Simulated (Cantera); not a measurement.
A closed system holds: 1 mol HgO, a varied amount of H2, equilibrated at 1073 K and 13.3 mbar.

These are equilibrium values from Cantera (NASA tables, ideal gas, pure condensed phases), not measurements of a reactor. Candidate condensed phases: H2O, Hg, HgO; 10 gas species. Equilibrium is a limit: real reactors are often held back by kinetics, nucleation or transport.

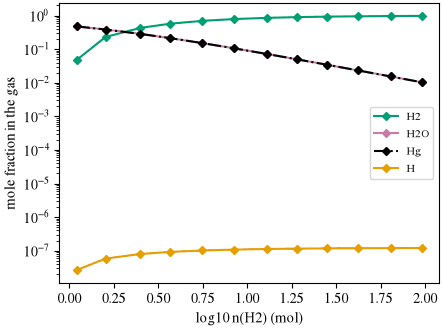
*Equilibrium gas composition (values under 1e-9 drawn at 1e-9)*

From 1.1 mol H2 to 96 mol H2 nothing is condensed. The main Hg-bearing gas is Hg throughout.
